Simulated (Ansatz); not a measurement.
Partial pair distribution functions of a relaxed model of amorphous Si$_{24}$O$_{49}$Mg, broadened by 0.06 Å; density 2.22 g/cm³. Method: PBE, scalar-relativistic without spin-orbit coupling (plane waves to 420 eV, PAW; Ansatz, an electronic-structure program).

Preparation: random packing, a CHGNet melt and quench, and a DFT relaxation. O atoms were pushed apart under 1.9 Å during the dynamics, to hinder bonds among them. The hot cell started wider than the set density and was brought back towards it in steps. It is the lowest in DFT energy of 2 quenches. It is a model cell: composition and starting density were chosen by hand, and all elements were melted together. No dispersion term was used. Its density started from a set value of 2.22 and ended at 2.22 g/cm³. The simulated quench (nominally 320 K/ps over its main leg) is rapid and tends to freeze in more defects than a deposited or slowly cooled glass has. A cell of this size samples the disorder only roughly. The volume was held where the preparation left it and the shape relaxed, at a PBE pressure of 0.6 GPa. Stress components on the final sampling reach 0.7 GPa.

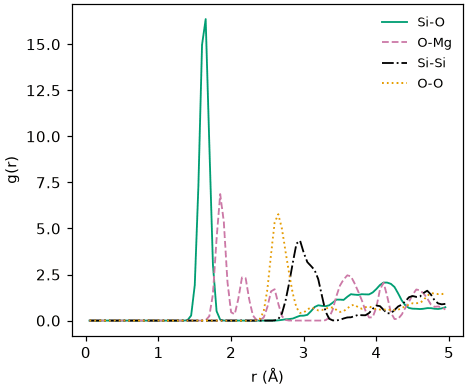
Figure. Partial pair distribution functions

Highest peaks under 4.5 Å: Si-O near 1.65 Å, O-Mg near 1.85 Å, Si-Si near 2.95 Å, O-O near 2.65 Å; pairs of few atoms are noisy.

Within 1.90 Å each Si has 4.00 O neighbours on average.
